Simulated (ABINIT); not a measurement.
# GaAs (F-43m): Raman and infrared activity

Which lines does GaAs (F-43m) show in Raman and infrared spectra?

Method: DFT LDA, scalar-relativistic, plane waves, HGH norm-conserving pseudopotentials, in ABINIT 10.8.3.

**1. The structure**

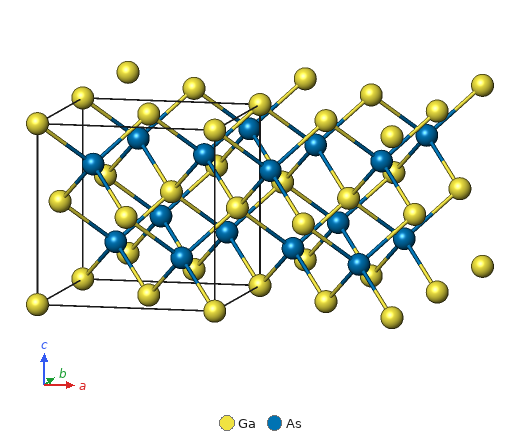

The starting structure, seen slightly off an axis (gallium yellow, arsenic blue). 2×2×1 cells are drawn. This picture shows the conventional cell, with its axes. Bonds to atoms that aren't drawn are left out. Some periodic images of atoms are drawn too.

**2. A first look**

A first run with smearing and empty bands tells whether the crystal has a gap, which decides between fixed occupations and smearing later on.

Input file probe.abi:

```
# ground state
tolvrs 1.0d-08
prtden 1
prtwf 1

# basis, mesh and filling
ecut 20.0
ixc 7
ngkpt 6 6 6
nshiftk 1
shiftk 0.0 0.0 0.0
istwfk *1
occopt 7
tsmear 0.005
nband 9
nstep 100
diemac 9.0
prtebands 0
prtgsr 0

# cell and atoms
acell 3*1.0 Angstrom
rprim 
    -2.82685 0.0 2.82685
    0.0 2.82685 2.82685
    -2.82685 2.82685 0.0
ntypat 2
znucl 31 33
natom 2
typat 1 2
xred 
    0.0 0.0 0.0
    0.25 0.25 0.25
pp_dirpath "./pseudo"
pseudos "Ga.hgh, As.hgh"
```

The run is started by

```console
> OMP_NUM_THREADS=1 mpirun -n 4 abinit probe.abi > probe.log
```

Numbers of over 12 decimals in the logs are rounded to 6 here.

probe.abo, the main output file:

```text
[banners, grids, parts of the stress and lines that vanish by symmetry left out]
- input  file    -> probe.abi
- output file    -> probe.abo
- root for input  files -> probei
[...]
Symmetries : space group F-4 3 m (#216); Bravais cF (face-center cubic)
[...]
mpw =        1315          nfft =       32768          nkpt =          16
[...]
== DATASET  1 ==================================================================
[...]
cutoff_energies: {ecut:  20.0, pawecutdg:  -1.0, }
[...]
Exchange-correlation functional for the present dataset will be:
  LDA: Perdew-Wang 92 LSD fit to Ceperley-Alder data - ixc=7
[...]
ETOT  1  -8.656434    -8.656E+00 1.800E-02 1.237E+01
 ETOT  2  -8.662869    -6.435E-03 7.095E-05 4.872E-01
 ETOT  3  -8.662939    -6.999E-05 2.051E-05 4.479E-02
 ETOT  4  -8.662947    -8.163E-06 2.169E-05 1.480E-03
 ETOT  5  -8.662947    -2.056E-07 3.936E-06 7.161E-06
 ETOT  6  -8.662947    -6.085E-10 4.702E-06 1.039E-07
 ETOT  7  -8.662947    -8.342E-12 7.909E-07 3.086E-09
 At SCF step    7       vres2   =  3.09E-09 < tolvrs=  1.00E-08 =>converged.
[...]
sigma(1 1)=  1.59810977E-04  sigma(3 2)=  0.00000000E+00
  sigma(2 2)=  1.59810977E-04  sigma(3 1)=  0.00000000E+00
  sigma(3 3)=  1.59810977E-04  sigma(2 1)=  0.00000000E+00
[...]
convergence: {deltae: -8.342E-12, res2:  3.086E-09, residm:  7.909E-07, diffor: null, }
etotal    :  -8.66294699E+00
[...]
sigma(1 1)=  1.59810977E-04  sigma(3 2)=  0.00000000E+00
  sigma(2 2)=  1.59810977E-04  sigma(3 1)=  0.00000000E+00
  sigma(3 3)=  1.59810977E-04  sigma(2 1)=  0.00000000E+00
[...]
- sigma(1 1)=  4.70180128E+00  sigma(3 2)=  0.00000000E+00
- sigma(2 2)=  4.70180128E+00  sigma(3 1)=  0.00000000E+00
- sigma(3 3)=  4.70180128E+00  sigma(2 1)=  0.00000000E+00
[...]
fcart     -0.0000000000E+00 -0.0000000000E+00 -0.0000000000E+00
           strten      1.5981097741E-04  1.5981097741E-04  1.5981097741E-04
================================================================================

[key lines of the parts left out:]
pressure_GPa:  -4.7018E+00
```

Elapsed: 1.6 s, on 4 MPI ranks of Arm Neoverse V1, shared host; 5.9 s of CPU time.

Read from the output:

```
volume per atom   : 22.59 Å³
pressure          : -4.702 GPa
gap on the k-mesh : 0.4702 eV
```

A gap of 0.47 eV opens on this mesh, so the crystal is taken as an insulator; the printed pressure holds the stress of the finite basis too.

**3. Relaxing the cell and atoms**

The harmonic expansion needs vanishing forces, and a free crystal bears no stress, so cell and atoms are brought to rest. Stress is more sensitive to the basis than forces are: the last 3 Ha under the cutoff are smoothed with ecutsm, and the cutoff is raised above that of the later runs.

Input file relax.abi:

```
# relaxation
ionmov 2
optcell 2
dilatmx 1.08
ntime 40
tolmxf 1.0d-05
tolvrs 1.0d-14
prtwf 0
prtden 0
chksymtnons 0

# basis, mesh and filling
ecut 26.0
ecutsm 3.0
ixc 7
ngkpt 12 12 12
nshiftk 1
shiftk 0.0 0.0 0.0
istwfk *1
occopt 1
nband 4
nstep 100
diemac 9.0
prtebands 0
prtgsr 0

# cell and atoms
acell 3*1.0 Angstrom
rprim 
    -2.82685 0.0 2.82685
    0.0 2.82685 2.82685
    -2.82685 2.82685 0.0
ntypat 2
znucl 31 33
natom 2
typat 1 2
xred 
    0.0 0.0 0.0
    0.25 0.25 0.25
pp_dirpath "./pseudo"
pseudos "Ga.hgh, As.hgh"
```

The run is started by

```console
> OMP_NUM_THREADS=1 mpirun -n 4 abinit relax.abi > relax.log
```

relax.abo, the main output file:

```text
[banners, grids, parts of the stress and lines that vanish by symmetry left out]
- input  file    -> relax.abi
- output file    -> relax.abo
- root for input  files -> relaxi
[...]
Symmetries : space group F-4 3 m (#216); Bravais cF (face-center cubic)
[...]
mpw =        2468          nfft =       64000          nkpt =          72
[...]
== DATASET  1 ==================================================================
[...]
cutoff_energies: {ecut:  26.0, pawecutdg:  -1.0, }
[...]
Exchange-correlation functional for the present dataset will be:
  LDA: Perdew-Wang 92 LSD fit to Ceperley-Alder data - ixc=7
[...]
ETOT  1  -8.658867    -8.659E+00 1.540E-02 2.390E+01
 ETOT  2  -8.664454    -5.588E-03 1.836E-04 7.379E-01
 ETOT  3  -8.664505    -5.054E-05 3.096E-05 6.641E-02
 ETOT  4  -8.664511    -6.271E-06 2.373E-05 2.641E-03
 ETOT  5  -8.664511    -2.829E-07 4.601E-06 1.072E-05
[...]
At SCF step   14       vres2   =  2.01E-15 < tolvrs=  1.00E-14 =>converged.
[...]
sigma(1 1)=  1.49711678E-04  sigma(3 2)=  0.00000000E+00
  sigma(2 2)=  1.49711678E-04  sigma(3 1)=  0.00000000E+00
  sigma(3 3)=  1.49711678E-04  sigma(2 1)=  0.00000000E+00
[...]
convergence: {deltae: -1.345E-11, res2:  2.012E-15, residm:  1.442E-09, diffor: null, }
etotal    :  -8.66451141E+00
[...]
ETOT  1  -8.665032    -8.665E+00 2.993E-01 3.623E-01
[...]
At SCF step    9       vres2   =  2.05E-16 < tolvrs=  1.00E-14 =>converged.
[...]
sigma(1 1)=  1.23508749E-04  sigma(3 2)=  0.00000000E+00
  sigma(2 2)=  1.23508749E-04  sigma(3 1)=  0.00000000E+00
  sigma(3 3)=  1.23508749E-04  sigma(2 1)=  0.00000000E+00
[...]
convergence: {deltae:  2.309E-13, res2:  2.048E-16, residm:  7.629E-16, diffor: null, }
etotal    :  -8.66507080E+00
[...]
ETOT  1  -8.665420    -8.665E+00 1.040E-02 6.470E+00
[...]
At SCF step    9       vres2   =  1.27E-15 < tolvrs=  1.00E-14 =>converged.
[...]
sigma(1 1)= -1.51071497E-05  sigma(3 2)=  0.00000000E+00
  sigma(2 2)= -1.51071497E-05  sigma(3 1)=  0.00000000E+00
  sigma(3 3)= -1.51071497E-05  sigma(2 1)=  0.00000000E+00
[...]
convergence: {deltae:  6.395E-14, res2:  1.269E-15, residm:  1.465E-17, diffor: null, }
etotal    :  -8.66608519E+00
[...]
ETOT  1  -8.666090    -8.666E+00 1.032E-09 7.072E-02
[...]
At SCF step    8       vres2   =  5.53E-15 < tolvrs=  1.00E-14 =>converged.
[...]
sigma(1 1)=  1.18869073E-06  sigma(3 2)=  0.00000000E+00
  sigma(2 2)=  1.18869073E-06  sigma(3 1)=  0.00000000E+00
  sigma(3 3)=  1.18869073E-06  sigma(2 1)=  0.00000000E+00
[...]
convergence: {deltae:  8.171E-14, res2:  5.531E-15, residm:  6.863E-18, diffor: null, }
etotal    :  -8.66609744E+00
[...]
ETOT  1  -8.666097    -8.666E+00 2.284E-08 3.799E-04
[...]
ETOT  6  -8.666098    -3.499E-13 4.504E-17 1.554E-12
 ETOT  7  -8.666098     1.403E-13 2.145E-18 8.430E-15
 At SCF step    7       vres2   =  8.43E-15 < tolvrs=  1.00E-14 =>converged.
[...]
sigma(1 1)=  9.75496962E-09  sigma(3 2)=  0.00000000E+00
  sigma(2 2)=  9.75496962E-09  sigma(3 1)=  0.00000000E+00
  sigma(3 3)=  9.75496962E-09  sigma(2 1)=  0.00000000E+00
[...]
convergence: {deltae:  1.403E-13, res2:  8.430E-15, residm:  2.145E-18, diffor: null, }
etotal    :  -8.66609752E+00
[...]
At Broyd/MD step   5, gradients are converged :
[...]
sigma(1 1)=  9.75496962E-09  sigma(3 2)=  0.00000000E+00
  sigma(2 2)=  9.75496962E-09  sigma(3 1)=  0.00000000E+00
  sigma(3 3)=  9.75496962E-09  sigma(2 1)=  0.00000000E+00
[...]
- sigma(1 1)=  2.87001115E-04  sigma(3 2)=  0.00000000E+00
- sigma(2 2)=  2.87001115E-04  sigma(3 1)=  0.00000000E+00
- sigma(3 3)=  2.87001115E-04  sigma(2 1)=  0.00000000E+00
[...]
fcart     -0.0000000000E+00 -0.0000000000E+00 -0.0000000000E+00
           strten      9.7549696216E-09  9.7549696214E-09  9.7549696216E-09
================================================================================

[key lines of the parts left out:]
pressure_GPa:  -2.8700E-04
Total energy (etotal) [Ha]= -8.66609751822920E+00
```

It took 32 s on 4 MPI ranks; 2.1 min of CPU time.

The steps of the relaxation:

```tsv
step	energy less that of the first step (eV)	largest force (eV/Å)	volume (Å³)
1	0.0000	0.0000	45.18
2	-0.0152	0.0000	44.57
3	-0.0428	0.0000	41.99
4	-0.0432	0.0000	42.25
5	-0.0432	0.0000	42.23
```

```tsv
conventional cell, symmetrised	before	after	change
a (Å)	5.654	5.528	-2.2 %
b (Å)	5.654	5.528	-2.2 %
c (Å)	5.654	5.528	-2.2 %
volume (Å³/atom)	22.59	21.11	-6.5 %
```

Final coordinates:

```xyz
2
Lattice="-2.7639 0.0000 2.7639 0.0000 2.7639 2.7639 -2.7639 2.7639 0.0000" Properties=species:S:1:pos:R:3 pbc="T T T"
Ga    0.0000    0.0000    0.0000
As   -1.3820    1.3820    1.3820
```

This step gave:

```yaml
volume_per_atom: 21.11 Å³
pressure: -2.87e-4 GPa
```

The volume changes by -6.5 % in this run and stands -6.5 % from the first cell.

**4. Self-consistent run for the response**

The response is built on these wavefunctions, so the potential is converged far more tightly than an energy would need. The mesh is shifted off Γ, since shifted meshes converge sums over the zone faster.

Input file gs.abi:

```
# ground state
tolvrs 1.0d-16
prtden 1
prtwf 1

# basis, mesh and filling
ecut 20.0
ixc 7
ngkpt 8 8 8
nshiftk 4
shiftk 
    0.5 0.5 0.5
    0.5 0.0 0.0
    0.0 0.5 0.0
    0.0 0.0 0.5
istwfk *1
occopt 1
nband 4
nstep 100
diemac 9.0
prtebands 0
prtgsr 0

# cell and atoms
acell 3*1.0 Angstrom
rprim 
    -2.763938636 0.0 2.763938636
    0.0 2.763938636 2.763938636
    -2.763938636 2.763938636 0.0
ntypat 2
znucl 31 33
natom 2
typat 1 2
xred 
    0.0 0.0 0.0
    0.25 0.25 0.25
pp_dirpath "./pseudo"
pseudos "Ga.hgh, As.hgh"
```

The run is started by

```console
> OMP_NUM_THREADS=1 mpirun -n 4 abinit gs.abi > gs.log
```

gs.abo, the main output file:

```text
[banners, grids, parts of the stress and lines that vanish by symmetry left out]
- input  file    -> gs.abi
- output file    -> gs.abo
- root for input  files -> gsi
[...]
Symmetries : space group F-4 3 m (#216); Bravais cF (face-center cubic)
[...]
mpw =        1243          nfft =       27000          nkpt =          60
[...]
== DATASET  1 ==================================================================
[...]
cutoff_energies: {ecut:  20.0, pawecutdg:  -1.0, }
[...]
Exchange-correlation functional for the present dataset will be:
  LDA: Perdew-Wang 92 LSD fit to Ceperley-Alder data - ixc=7
[...]
ETOT  1  -8.661770    -8.662E+00 1.717E-02 1.092E+01
 ETOT  2  -8.665427    -3.657E-03 9.019E-06 3.482E-01
 ETOT  3  -8.665481    -5.385E-05 6.788E-07 2.556E-02
 ETOT  4  -8.665486    -5.175E-06 9.964E-08 8.321E-04
 ETOT  5  -8.665486    -1.442E-07 4.847E-09 3.671E-06
[...]
ETOT 10  -8.665486     1.599E-14 7.846E-15 4.010E-15
 ETOT 11  -8.665486    -5.862E-14 5.264E-16 4.089E-17
 At SCF step   11       vres2   =  4.09E-17 < tolvrs=  1.00E-16 =>converged.
[...]
sigma(1 1)=  8.85514063E-06  sigma(3 2)=  0.00000000E+00
  sigma(2 2)=  8.85514063E-06  sigma(3 1)=  0.00000000E+00
  sigma(3 3)=  8.85514063E-06  sigma(2 1)=  0.00000000E+00
[...]
convergence: {deltae: -5.862E-14, res2:  4.089E-17, residm:  5.264E-16, diffor: null, }
etotal    :  -8.66548617E+00
[...]
sigma(1 1)=  8.85514063E-06  sigma(3 2)=  0.00000000E+00
  sigma(2 2)=  8.85514063E-06  sigma(3 1)=  0.00000000E+00
  sigma(3 3)=  8.85514063E-06  sigma(2 1)=  0.00000000E+00
[...]
- sigma(1 1)=  2.60527232E-01  sigma(3 2)=  0.00000000E+00
- sigma(2 2)=  2.60527232E-01  sigma(3 1)=  0.00000000E+00
- sigma(3 3)=  2.60527232E-01  sigma(2 1)=  0.00000000E+00
[...]
fcart     -0.0000000000E+00 -0.0000000000E+00 -0.0000000000E+00
           strten      8.8551406274E-06  8.8551406274E-06  8.8551406274E-06
================================================================================

[key lines of the parts left out:]
pressure_GPa:  -2.6053E-01
```

Run time: 3.6 s. Hardware: 4 MPI ranks.

Numbers from this step:

| Item | Value |
| --- | --- |
| pressure | -0.2605 GPa |

The cell stands at -0.26 GPa: the relaxation ran with a smoothed and higher cutoff and on another k mesh.

**5. Empty bands**

Empty bands on the ground state's density check that the gap assumed so far is there in this cell.

Input file gap.abi:

```
# empty bands on the ground state's density
iscf -2
getden_filepath "gso_DEN"
tolwfr 1.0d-12
nbdbuf 2
prtwf 0

# basis, mesh and filling
ecut 20.0
ixc 7
ngkpt 12 12 12
nshiftk 1
shiftk 0.0 0.0 0.0
istwfk *1
occopt 1
nband 8
nstep 100
diemac 9.0
prtebands 0
prtgsr 0

# cell and atoms
acell 3*1.0 Angstrom
rprim 
    -2.763938636 0.0 2.763938636
    0.0 2.763938636 2.763938636
    -2.763938636 2.763938636 0.0
ntypat 2
znucl 31 33
natom 2
typat 1 2
xred 
    0.0 0.0 0.0
    0.25 0.25 0.25
pp_dirpath "./pseudo"
pseudos "Ga.hgh, As.hgh"
```

The run is started by

```console
> OMP_NUM_THREADS=1 mpirun -n 4 abinit gap.abi > gap.log
```

gap.abo, the main output file:

```text
[banners, grids, parts of the stress and lines that vanish by symmetry left out]
- input  file    -> gap.abi
- output file    -> gap.abo
- root for input  files -> gapi
[...]
Symmetries : space group F-4 3 m (#216); Bravais cF (face-center cubic)
[...]
mpw =        1243          nfft =       27000          nkpt =          72
[...]
== DATASET  1 ==================================================================
[...]
cutoff_energies: {ecut:  20.0, pawecutdg:  -1.0, }
[...]
Exchange-correlation functional for the present dataset will be:
  LDA: Perdew-Wang 92 LSD fit to Ceperley-Alder data - ixc=7
[...]
-outvars: echo values of variables after computation
            acell      1.8897261259E+00  1.8897261259E+00  1.8897261259E+00 Bohr
================================================================================
```

Run time: 3.1 s. Hardware: 4 MPI ranks; 12 s of CPU time.

Read from the output:

```yaml
gap_on_the_k_mesh: 1.026 eV
```

In this cell the gap on the mesh is 1.0 eV, direct, so fixed occupations hold.

(Part 1 of 2 ends here.)

[Host names and launcher messages were left out of these logs when they were recorded.]

[Logs are printed without paths, hosts, clocks, repeated set-up lines and the standing remarks that a program may print on its own settings, such as how far it seeks lower states.]

[Hosts, paths, dates, database ids (printed as entryN), source tags and the programs' standing remarks are cut or masked in the printed files.]
